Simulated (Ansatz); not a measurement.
Effect of x(Sc) = 0.333, 3 atoms, I4/mmm on Ca

Start from Ca in the fcc (Cu type) structure (space group Fm-3m, No. 225; a = 5.568 Å).

The other end (x = 1) is Sc in the fcc (Cu type) structure (space group Fm-3m, No. 225; a model cell): 25.11 Å³/atom, gap zero; this end may not be an ambient phase.

One thing is altered: a fraction x = 0.333 of the Ca sites is given to Sc, ordered in a cell of 3 atoms (starting symmetry I4/mmm) and fully relaxed.

Calculations: Ansatz (a program for electronic structure) r2SCAN, no SOC. Settings: 18×18×18 k-points, 0.05 eV Fermi–Dirac smearing, for the changed cell.

| quantity | base | changed | shift |
|---|---|---|---|
| volume per atom | 43.17 Å³ | 35.88 Å³ | -7.29 Å³ |
| shortest interatomic distance | 3.937 Å | 3.575 Å | -0.362 Å |
| band gap | zero | zero | – |
| mixing energy (to 0.01 eV only: unlike meshes or grids) | – | +0.19 eV/atom | – |
| deviation of the volume from the linear (Vegard-type) interpolation | – | -3.4 % | – |

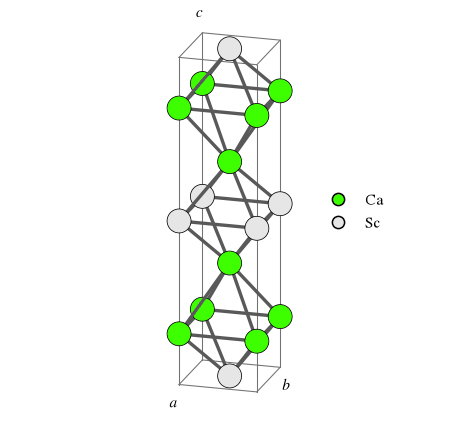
Figure: The relaxed conventional cell after the change

Each cell is one ordered arrangement of few atoms, which overstates ordering effects compared with a random alloy. Stability against distortions was not tested. All final runs are without spin polarisation. An odd electron count without spin: Ca2Sc. Ca2Sc has a high density of states at the Fermi level and may be magnetic at this level. This is not the structure that Sc has at room temperature and ambient pressure.
